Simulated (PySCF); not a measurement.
# GePH4Cl (SMILES [PH2][GeH2][Cl]): BLYP/aug-cc-pVDZ

Aim: the vertical singlet–triplet gap of GePH4Cl at BLYP/aug-cc-pVDZ, from 2 runs. 

Program for the calculation: PySCF 2.14.0.

**1. Starting point**

GePH4Cl has 7 atoms, charge 0, and is taken as a singlet. SMILES: `[PH2][GeH2][Cl]`. The shape comes from GFN2-xTB, which is rough for such elements, and wasn't checked as a minimum. This is one conformer, not always the lowest.

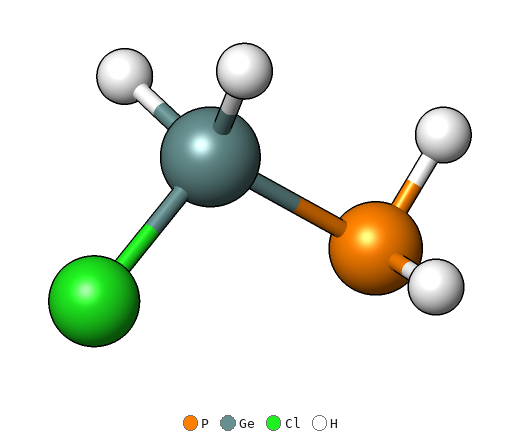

The structure, seen from a chosen angle (phosphorus orange, germanium teal, chlorine green, hydrogen white).

**2. The energy at BLYP/aug-cc-pVDZ**

input.py

```python
from pyscf import gto, dft

mol = gto.M(
    atom='''
P       -0.848280       0.159240      -1.350800
Ge       0.627510      -0.161770       0.396700
Cl       1.884440       1.522000       0.563350
H       -1.663390      -0.887510      -0.937300
H       -1.581720       1.096660      -0.630550
H        0.036210      -0.374130       1.787390
H        1.545220      -1.354480       0.171220
''',
    charge=0,
    max_memory=1860,
    spin=0,
    verbose=4,
    basis='aug-cc-pvdz',
)

mf = dft.RKS(mol, xc='blyp')
mf.conv_tol = 1e-10
mf.grids.level = 5
mf.kernel()
if not mf.converged:
    mf = mf.newton().run(mf.mo_coeff, mf.mo_occ)

e_final = mf.e_tot
print('Final energy', e_final)
```

Launch:

```bash
OMP_NUM_THREADS=1 python input.py
```

Log:

```text
PySCF version 2.14.0

[INPUT] num. atoms = 7
[INPUT] num. electrons = 68
[INPUT] charge = 0
[INPUT] spin (= nelec alpha-beta = 2S) = 0
[INPUT] symmetry False subgroup None
[INPUT] Mole.unit = angstrom
[INPUT] Symbol           X                Y                Z      unit          X                Y                Z       unit  Magmom
[INPUT]  1 P     -0.848280000000   0.159240000000  -1.350800000000 AA   -1.603016876946   0.300919988076  -2.552642049062 Bohr   0.0
[INPUT]  2 Ge     0.627510000000  -0.161770000000   0.396700000000 AA    1.185822040426  -0.305700995171   0.749654353615 Bohr   0.0
[INPUT]  3 Cl     1.884440000000   1.522000000000   0.563350000000 AA    3.561075498175   2.876163161588   1.064577212274 Bohr   0.0
[INPUT]  4 H     -1.663390000000  -0.887510000000  -0.937300000000 AA   -3.143351538340  -1.677150832813  -1.771240296555 Bohr   0.0
[INPUT]  5 H     -1.581720000000   1.096660000000  -0.630550000000 AA   -2.989017605747   2.072387051766  -1.191566807844 Bohr   0.0
[INPUT]  6 H      0.036210000000  -0.374130000000   1.787390000000 AA    0.068426982971  -0.707003234984   3.377677577786 Bohr   0.0
[INPUT]  7 H      1.545220000000  -1.354480000000   0.171220000000 AA    2.920042602200  -2.559596241201   0.323558907048 Bohr   0.0

nuclear repulsion = 346.51207495192
number of shells = 45
number of NR pGTOs = 230
number of NR cGTOs = 126
basis = aug-cc-pvdz
ecp = {}

******** <class 'pyscf.dft.rks.RKS'> ********
method = RKS
initial guess = minao
damping factor = 0
level_shift factor = 0
DIIS = <class 'pyscf.scf.diis.CDIIS'>
diis_start_cycle = 1
diis_space = 8
diis_damp = 0
SCF conv_tol = 1e-10
SCF conv_tol_grad = None
SCF max_cycles = 50
direct_scf = True
direct_scf_tol = 1e-13
XC library pyscf.dft.libxc version 7.0.0
    S. Lehtola, C. Steigemann, M. J.T. Oliveira, and M. A.L. Marques.,  SoftwareX 7, 1–5 (2018)
XC functionals = blyp
    A. D. Becke.,  Phys. Rev. A 38, 3098 (1988)
    C. Lee, W. Yang, and R. G. Parr.,  Phys. Rev. B 37, 785 (1988)
    B. Miehlich, A. Savin, H. Stoll, and H. Preuss.,  Chem. Phys. Lett. 157, 200 (1989)
radial grids:
    Treutler-Ahlrichs [JCP 102, 346 (1995); DOI:10.1063/1.469408] (M4) radial grids

becke partition: Becke, JCP 88, 2547 (1988); DOI:10.1063/1.454033
pruning grids: <function nwchem_prune>
grids dens level: 5
symmetrized grids: False
atomic radii adjust function: <function treutler_atomic_radii_adjust>
small_rho_cutoff = 0
Set gradient conv threshold to 1e-05
Initial guess from minao.
tot grids = 225536
init E= -2880.54363516304
  HOMO = -0.27233201996965  LUMO = -0.0646804225580939  gap/eV = 5.65049
cycle= 1 E= -2880.96886978974  delta_E= -0.425  |g|= 0.367  |ddm|= 2.71
  HOMO = -0.219177896775725  LUMO = -0.0526956685997955  gap/eV = 4.53021
cycle= 2 E= -2880.91719768664  delta_E= 0.0517  |g|= 0.544  |ddm|= 1.13
  HOMO = -0.240873558339498  LUMO = -0.0477922125748678  gap/eV = 5.25401
cycle= 3 E= -2881.00124263762  delta_E= -0.084  |g|= 0.0777  |ddm|= 0.667
  HOMO = -0.245616706384155  LUMO = -0.0526054554986786  gap/eV = 5.25210
cycle= 4 E= -2881.00352866474  delta_E= -0.00229  |g|= 0.0138  |ddm|= 0.145
  HOMO = -0.245392193855708  LUMO = -0.0522378946287674  gap/eV = 5.25600
cycle= 5 E= -2881.00359575349  delta_E= -6.71e-05  |g|= 0.00336  |ddm|= 0.0187
  HOMO = -0.245621196025512  LUMO = -0.0523370532034697  gap/eV = 5.25953
cycle= 6 E= -2881.00359986559  delta_E= -4.11e-06  |g|= 0.000934  |ddm|= 0.00604
  HOMO = -0.245508259815989  LUMO = -0.0522702556866492  gap/eV = 5.25827
cycle= 7 E= -2881.00360023151  delta_E= -3.66e-07  |g|= 0.000216  |ddm|= 0.00176
  HOMO = -0.245511751414518  LUMO = -0.05226524550159  gap/eV = 5.25851
cycle= 8 E= -2881.00360024733  delta_E= -1.58e-08  |g|= 5.38e-05  |ddm|= 0.000359
  HOMO = -0.245510585921641  LUMO = -0.05226835133212  gap/eV = 5.25839
cycle= 9 E= -2881.00360024838  delta_E= -1.05e-09  |g|= 1.4e-05  |ddm|= 8.88e-05
  HOMO = -0.245511882320717  LUMO = -0.052268580352838  gap/eV = 5.25842
cycle= 10 E= -2881.00360024846  delta_E= -7.96e-11  |g|= 2.85e-06  |ddm|= 2.48e-05
  HOMO = -0.245511475011686  LUMO = -0.0522684002058451  gap/eV = 5.25841
Extra cycle  E= -2881.00360024847  delta_E= -1.46e-11  |g|= 3.25e-06  |ddm|= 8.05e-06
converged SCF energy = -2881.00360024847
Final energy -2881.0036002484703
```

Wall time 44 s (1 thread of Arm Neoverse N1, shared host); peak memory 0.74 GiB.

**3. The triplet**

job.py

```python
from pyscf import gto, dft

mol = gto.Mole()
mol.atom = '''
P       -0.848280       0.159240      -1.350800
Ge       0.627510      -0.161770       0.396700
Cl       1.884440       1.522000       0.563350
H       -1.663390      -0.887510      -0.937300
H       -1.581720       1.096660      -0.630550
H        0.036210      -0.374130       1.787390
H        1.545220      -1.354480       0.171220
'''
mol.verbose = 4
mol.basis = 'aug-cc-pvdz'
mol.max_memory = 1860
mol.charge = 0
mol.spin = 2
mol.build()

mf = dft.UKS(mol)
mf.xc = 'blyp'
mf.grids.level = 5
mf.conv_tol = 1e-10
mf.kernel()
if not mf.converged:
    mf = mf.newton().run(mf.mo_coeff, mf.mo_occ)

etot = mf.e_tot
print('E(%s) = %.9f' % ('BLYP', etot))
```

Launch:

```bash
OMP_NUM_THREADS=1 python job.py
```

Log:

```text
PySCF version 2.14.0

[INPUT] num. atoms = 7
[INPUT] num. electrons = 68
[INPUT] charge = 0
[INPUT] spin (= nelec alpha-beta = 2S) = 2
[INPUT] symmetry False subgroup None
[INPUT] Mole.unit = angstrom
[INPUT] Symbol           X                Y                Z      unit          X                Y                Z       unit  Magmom
[INPUT]  1 P     -0.848280000000   0.159240000000  -1.350800000000 AA   -1.603016876946   0.300919988076  -2.552642049062 Bohr   0.0
[INPUT]  2 Ge     0.627510000000  -0.161770000000   0.396700000000 AA    1.185822040426  -0.305700995171   0.749654353615 Bohr   0.0
[INPUT]  3 Cl     1.884440000000   1.522000000000   0.563350000000 AA    3.561075498175   2.876163161588   1.064577212274 Bohr   0.0
[INPUT]  4 H     -1.663390000000  -0.887510000000  -0.937300000000 AA   -3.143351538340  -1.677150832813  -1.771240296555 Bohr   0.0
[INPUT]  5 H     -1.581720000000   1.096660000000  -0.630550000000 AA   -2.989017605747   2.072387051766  -1.191566807844 Bohr   0.0
[INPUT]  6 H      0.036210000000  -0.374130000000   1.787390000000 AA    0.068426982971  -0.707003234984   3.377677577786 Bohr   0.0
[INPUT]  7 H      1.545220000000  -1.354480000000   0.171220000000 AA    2.920042602200  -2.559596241201   0.323558907048 Bohr   0.0

[... 43 lines left out ...]
[... the frontier-level lines of each cycle are left out ...]
[... 5 lines left out ...]
[... 5 lines left out ...]
[... 5 lines left out ...]
[... 5 lines left out ...]
[... 5 lines left out ...]
[... 5 lines left out ...]
[... 5 lines left out ...]
[... 5 lines left out ...]
[... 5 lines left out ...]

cycle= 10 E= -2880.8187878407  delta_E= -3.86e-07  |g|= 0.000128  |ddm|= 0.00267


cycle= 11 E= -2880.81878785667  delta_E= -1.6e-08  |g|= 5.6e-05  |ddm|= 0.000896


cycle= 12 E= -2880.81878786031  delta_E= -3.64e-09  |g|= 1.85e-05  |ddm|= 0.000347


cycle= 13 E= -2880.81878786058  delta_E= -2.67e-10  |g|= 8.63e-06  |ddm|= 8.66e-05


cycle= 14 E= -2880.81878786064  delta_E= -6e-11  |g|= 2.54e-06  |ddm|= 8.14e-05


Extra cycle  E= -2880.81878786063  delta_E= 1.18e-11  |g|= 3.7e-06  |ddm|= 2.3e-05
converged SCF energy = -2880.81878786063  <S^2> = 2.0033801  2S+1 = 3.0022526
E(BLYP) = -2880.818787861
```

Wall time 98 s (1 thread of Arm Neoverse N1, shared host); peak memory 0.76 GiB.

**4. What came out**

At BLYP/aug-cc-pVDZ:

```
                                        quantity           value
                           singlet: total energy  -2881.00360 Eh
                          singlet: dipole moment          2.00 D
                            singlet: HOMO energy        -6.68 eV
                            singlet: LUMO energy        -1.42 eV
                          singlet: HOMO–LUMO gap         5.26 eV
                           triplet: total energy  -2880.81879 Eh
                          triplet: dipole moment          1.84 D
     triplet: HOMO energy (highest over α and β)        -2.08 eV
                                   triplet: ⟨S²⟩           2.003
vertical energy of the triplet above the singlet        5.029 eV
```

What this shows: At this shape the triplet lies 5.03 eV (485 kJ/mol) above the singlet.
